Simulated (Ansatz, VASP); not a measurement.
# MoH3: VASP beside Ansatz

Aim: how closely do two programs agree when they are given the same cell, functional and k mesh? The cell is generated by rule, not measured, and may not be a known phase. The cell comes out of the VASP series on this material, whose earlier steps may have relaxed, scaled or displaced it; both programs get it as it stands.

Main program and level: Ansatz 0.2.0; plane waves, with VASP 6.6.1 beside it; zone-centre phonons at PBEsol with D4.

## Step 1: The starting structure

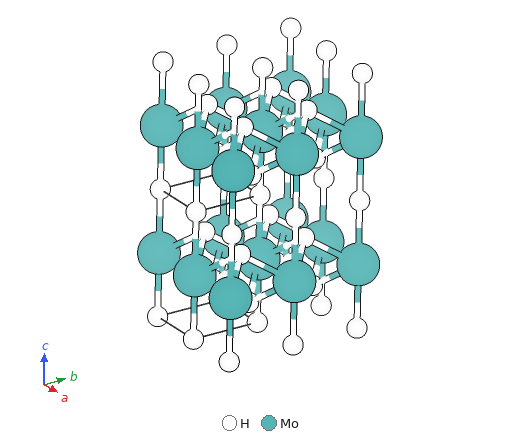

Start, viewed slightly off an axis; hydrogen white, molybdenum teal. 2×2×2 cells are drawn. Some periodic images of atoms are drawn too.

Structure file:

```cif
data_structure
_symmetry_space_group_name_H-M 'P-3m1'
_symmetry_Int_Tables_number 164
_cell_length_a 2.8621
_cell_length_b 2.8621
_cell_length_c 3.7098
_cell_angle_alpha 90.000
_cell_angle_beta 90.000
_cell_angle_gamma 120.000
_cell_volume 26.32
loop_
_atom_site_label
_atom_site_type_symbol
_atom_site_symmetry_multiplicity
_atom_site_Wyckoff_symbol
_atom_site_fract_x
_atom_site_fract_y
_atom_site_fract_z
_atom_site_occupancy
H1 H 2 d 0.66667 0.33333 0.73954 1
H2 H 1 a 0.00000 0.00000 0.00000 1
Mo1 Mo 1 b 0.00000 0.00000 0.50000 1
```

## Step 2: Ansatz: zone-centre phonons, PBEsol with D4

Ansatz runs on its default PAW (the set named soft_2) files.

Second derivatives magnify differences that forces hide, and they need a tight electronic threshold.

The input, input.yaml:

```yaml
crystal:
  lattice:
    - [2.86212392, 0.0, 0.0]
    - [-1.43106196, 2.47867202, 0.0]
    - [0.0, 0.0, 3.70984076]
  atoms:
    - { symbol: H, position: [0.666666667, 0.333333333, 0.739538001] }
    - { symbol: H, position: [0.333333333, 0.666666667, 0.260461999] }
    - { symbol: H, position: [0.0, 0.0, 0.0] }
    - { symbol: Mo, position: [0.0, 0.0, 0.5] }
hamiltonian:
  xc: pbesol
  pseudopotentials: { kind: paw }
  dispersion: d4
kpoints:
  mp_grid: { grid: [15, 15, 10] }
scf:
  occupations: { method: methfessel_paxton, width: 0.2 }
phonons:
  method: dfpt
  qpoints: [[0, 0, 0]]
```

Run with:

```sh
$ ansatz run input.yaml --threads 4 --pin off --max-ram 9216MiB --backend cpu --events-out ev --progress --plain --runs-dir out
```

Numbers of over 12 decimals in the logs are rounded to 6 here.

Output:

```text
Engine: ansatz 0.2.0, x86_64-unknown-linux-gnu
Pseudopotentials: kind: paw
Pseudopotential: H, paw, valence charge 1, recommended cutoff 420 eV (normal), H.paw.azcp
Pseudopotential: Mo, paw, valence charge 14, recommended cutoff 420 eV (normal), Mo.paw.azcp
Functional definition: PBEsol
  exchange = pbesol_x
  correlation = pbesol_c
Crystal: 4 atoms, lattice volume = 26.319 Å³
Basis set: ecut = 420 eV, 529 PW (Γ), exchange–correlation on 40×40×50 points (8 copies of the dense FFT grid, shifted against one another)
Bands: 13, of which v1, the nominal top of the filled ones, is band 9 counted from 1 (8 counted from 0)
Symmetry: 12 space group operations
k-points: 608 of 2250 (irreducible under 2 space group operations, time reversal used)
Non-local potential: H, projectors of the file, l = 0: 2, l = 1: 1
Non-local potential: Mo, projectors of the file, l = 0: 3, l = 1: 2, l = 2: 2, l = 3: 1
PAW form: soft (Blöchl's): semilocal exchange-correlation on the pseudo side does not see the compensation charge
PAW frozen core: Mo, regenerated for the run's functional, and the local potential with it (the file was generated under x = pbe(κ = 0.804, μ = 0.219515), c = pbe(β = 0.066725))
PAW one-centre angular grid: H, 110 points (default); XC on 64 Gauss nodes
PAW one-centre angular grid: Mo, 590 points (default); XC on 64 Gauss nodes
Initial density: superposition of atomic densities (neutral atoms: chi_scale 0, normalization atom), corrected by the library's trained network
Initial wavefunctions: pseudopotential atomic-orbital guess
Functional: x = pbesol(κ = 0.804, μ = 0.123457), c = pbesol(β = 0.046)
SCF iter   1: F=—  HF=-4944.490228 eV  |F-HF|=—  |Δ(HF+E_count)|=         —  Δρ=1.41e-2  dr2=3.28e-2  ethr=1.77e-3  ⟨swp⟩=5.2  Hψ=42184  notcnv=0
preconditioner: auto → none  [metal: Δε(μ)=0.009 eV  Ē_g=9.030 eV  σ=0.200 eV  W_gap=0.04  n_scr=8 (ndim 8)  ℏωp=21.7 eV  f_vac=0.000  D(μ)=1.11/eV (n_scr^D=8)  sad-step TF]
SCF iter   2: F=—  HF=-4944.483219 eV  |F-HF|=—  |Δ(HF+E_count)|=   7.01e-3  S|Δr|=    0.00e0  Δρ=7.80e-3  dr2=1.13e-2  ethr=1.93e-4  ⟨swp⟩=1.0  Hψ=12768  notcnv=0
SCF iter   3: F=—  HF=-4944.479699 eV  |F-HF|=—  |Δ(HF+E_count)|=   3.52e-3  S|Δr|=    0.00e0  Δρ=4.66e-4  dr2=4.98e-5  ethr=6.66e-5  ⟨swp⟩=2.7  Hψ=11810  notcnv=0
SCF iter   4: F=—  HF=-4944.479698 eV  |F-HF|=—  |Δ(HF+E_count)|=   4.48e-7  S|Δr|=    0.00e0  Δρ=1.31e-4  dr2=3.33e-6  ethr=2.93e-7  ⟨swp⟩=2.4  Hψ=13172  notcnv=0
SCF iter   5: F=—  HF=-4944.479698 eV  |F-HF|=—  |Δ(HF+E_count)|=   6.54e-7  S|Δr|=    0.00e0  Δρ=1.92e-5  dr2=4.25e-8  ethr=1.96e-8  ⟨swp⟩=2.8  Hψ=13438  notcnv=0
SCF iter   6: F=—  HF=-4944.479698 eV  |F-HF|=—  |Δ(HF+E_count)|=   1.05e-7  S|Δr|=    0.00e0  Δρ=2.56e-6  dr2=9.72e-10  ethr=2.50e-10  ⟨swp⟩=2.3  Hψ=12327  notcnv=0
SCF iter   7: F=-4944.479698 eV  HF=-4944.479698 eV  |F-HF|=3.64e-12  |Δ(HF+E_count)|=  6.37e-11  S|Δr|=    0.00e0  Δρ=3.56e-7  dr2=9.67e-12  ethr=1.00e-12  ⟨swp⟩=4.1  Hψ=37376  notcnv=0
SCF 1 converged in 7 iterations: F = -4944.479698 eV  dr2 = 9.67e-12
  greatest PAW one-centre occupation: 0.999 electrons in one spin orbital (limit 2), on the Mo atom at site 3 (counted from 0), in its partial waves of l = 0
DFPT response loops at Γ: preconditioner auto → Kerker (q_TF=auto, 2.537 Å⁻¹) (partly filled bands, converged f_vac=0.000); β = 1.00, the filter's whole step (`scf.mixing.beta` (0.50) is not read by the response loops under this deck's `scf.mixing.preconditioner`; to damp them name `kerker` or `kerker_dos`, under which they read `scf.mixing.beta`, and type it under 1.00, their step now; both keys bind the ground state too); Broyden in place of MSR1
SCF converged after 7 iterations
Stability not checked: this state was not tested for a lower state beside it, because cold or Methfessel-Paxton smearing, or corrected tetrahedra, fill the levels in a way that the test cannot read (fill_not_monotonic; see scf.lower_state_search)
Free energy (F): -4944.479698 eV
Harris-Foulkes:  -4944.479698 eV  (|F-HF|=3.64e-12)
Internal energy: -4944.480933 eV  (E = F + TS)
E sigma→0 (E₀):  -4944.480006 eV
Entropy (-TS):   0.001235 eV (0.309 meV/atom)
Fermi energy:    12.815987 eV
--- Per-component energies (eV) ---
  E_band       = -153.050487
  E_kinetic    = 483.509263
  E_local      = -1190.849964  (includes V_loc(G=0)·N_el)
  E_nonlocal   = 148.256552
  E_hartree    = 408.524814
  E_xc         = -209.849171
  E_vxc        = -264.315140  (∫ρ·V_xc dr)
  E_paw        = -3145.107593  (= ΣΔE_a)
  E_vpaw       = -146.697519  (= ΣTr[D̂ρ^β])
  E_aug_tail   = -0.003344  (compensation charges beyond the density's cutoff)
  E_ewald      = -1438.616573
  E_disp       = -0.554215  (pairwise vdW)
  E_core_change = 0.209299  (= ΣΔE_core)
  E_smearing   = 0.001235  (= −TS)
  E_closure    = -0.000000  (closes the sum)
  Σ components = -4944.479698   (vs F -4944.479698, Δ=0.00e0)
--- Band table (eV; the first three rows and the last of 608) ---
  k-point 0: bands = [... 5 lower, 7.0594, 10.9902, 11.6462, 11.6462, 14.4428, 14.4428, 22.3580, 22.8730]
  k-point 1: bands = [... 5 lower, 7.0068, 10.9976, 11.6526, 11.6526, 14.4067, 14.4067, 21.1940, 23.3444]
  k-point 2: bands = [... 5 lower, 6.8070, 11.0881, 11.6693, 11.6693, 14.3141, 14.3141, 19.5107, 23.4902]
  k-point 607: bands = [... 5 lower, 7.0979, 8.4392, 10.6726, 12.5792, 15.5780, 18.1828, 19.2657, 21.8602]
--- Phonons (Γ-DFPT): 6 representative perturbations + reference, on 608 of 2250 k-points (Σ response iterations 18) ---
  k mesh reduced under 2 symmetry operations, with k and −k counted as one. Each operation leaves every solved perturbation unchanged. A smaller set is not used because it would not reduce the number of displacements times k-points to solve
  ASR residual: 1.354e-4 → 0.000e0 eV/Å²; symmetrization residual: 2.841e-6 eV/Å²
  pairwise dispersion correction: d4 (s6 = 1.0, s8 = 1.71885698, s9 = 1.0, a1 = 0.47901421, a2_bohr = 5.96771589), with the weights of each atom's references fixed at the reference crystal's, and the forces and stress that the weights' published response gives there kept as a pressure on the atom's counted neighbours (hamiltonian.dispersion)
  ASR residual per site (eV/Å²): 2.66e-5 2.66e-5 7.46e-5 1.35e-4
  Γ frequencies (cm⁻¹): 0.00 0.00 0.00 573.38 573.38 792.18 1132.35 1159.52 1159.52 1164.85 1330.04 1330.04
  non-analytic LO–TO correction: not included (Born effective charges unavailable; polar crystals: no LO–TO splitting at Γ)
--- Phonons (arbitrary-q DFPT): 1 explicit q-point ---
  q = [0, 0, 0] (of the zone-centre solve; hermiticity 4.88e-7, symmetrization 2.69e-8): -0.00 -0.00 -0.00 573.38 573.38 792.18 1132.35 1159.52 1159.52 1164.85 1330.04 1330.04
  sum rule: each row above includes the acoustic sum rule's correction from the zone centre's row sums; it moved no ω² by more than (4.49 cm⁻¹)²
```

It took 20 s on 4 threads of AMD EPYC 9R14 (Zen 4), shared host; peak memory 0.9 GiB; 73 s of CPU time.

Reading the cycles: dr2 is the Hartree energy of the density residual (eV), the measure of convergence; HF is the Harris–Foulkes estimate of the energy, which meets the free energy F at convergence.

(Continued in part 2 of 2.)

[Lines on the potential files, build, host, timing and source positions are cut from VASP's logs without a mark.]

[Logs are printed without paths, hosts, clocks, repeated set-up lines and the standing remarks that a program may print on its own settings, such as how far it seeks lower states.]

[Hosts, paths, dates, database ids (printed as entryN), source tags and the programs' standing remarks are cut or masked in the printed files.]
